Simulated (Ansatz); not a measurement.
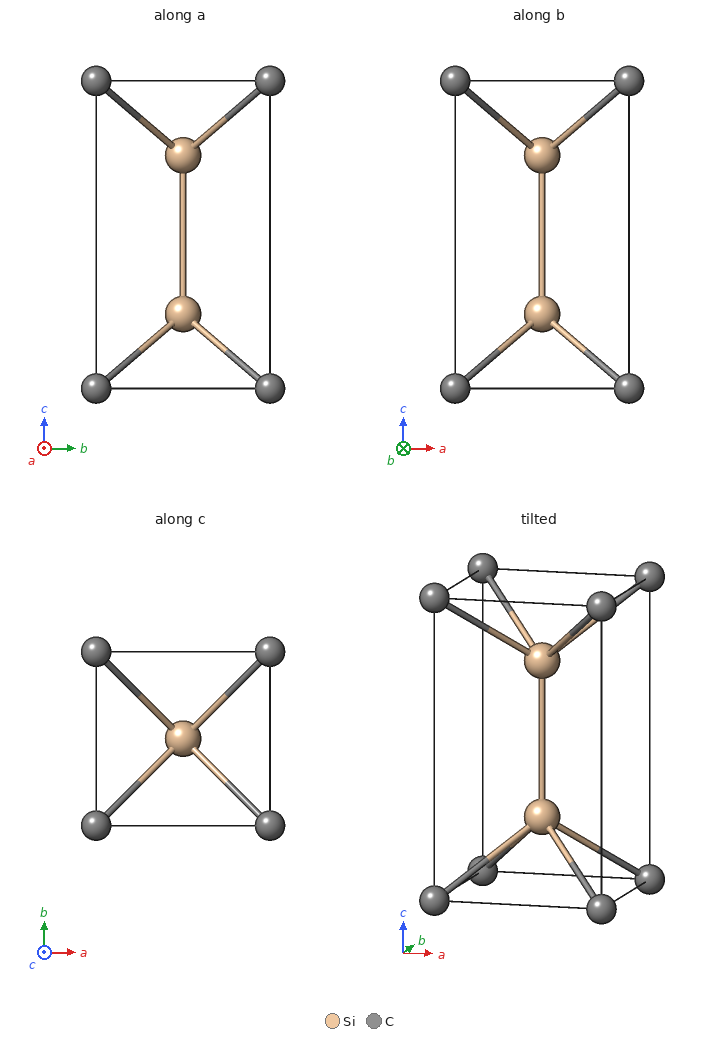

This ball-and-stick model is shown along the a axis, along the b axis, along the c axis and slightly off an axis. Lines trace the edges of the conventional unit cell.

Lattice parameters: a = 2.7201 Å, b = 2.7201 Å, c = 4.8127 Å, α = 90.000°, β = 90.000°, γ = 90.000°.

### Give the structure in the form of a CIF in P1 with every atom of the cell, with free fractional coordinates to two decimals.

```cif
data_structure
_symmetry_space_group_name_H-M 'P 1'
_symmetry_Int_Tables_number 1
_cell_length_a 2.7201
_cell_length_b 2.7201
_cell_length_c 4.8127
_cell_angle_alpha 90.000
_cell_angle_beta 90.000
_cell_angle_gamma 90.000
_cell_volume 35.61
loop_
_atom_site_label
_atom_site_type_symbol
_atom_site_fract_x
_atom_site_fract_y
_atom_site_fract_z
_atom_site_occupancy
Si1 Si 0.50 0.50 0.24 1
Si2 Si 0.50 0.50 0.76 1
C1 C 0.00 0.00 0.00 1
```

The starting point was a structure type filled with these elements by a generator (whether the compound takes this form wasn't checked). The final geometry of a relaxation with Ansatz 0.2.0, DFT PBE, scalar-relativistic, plane waves, PAW is shown.
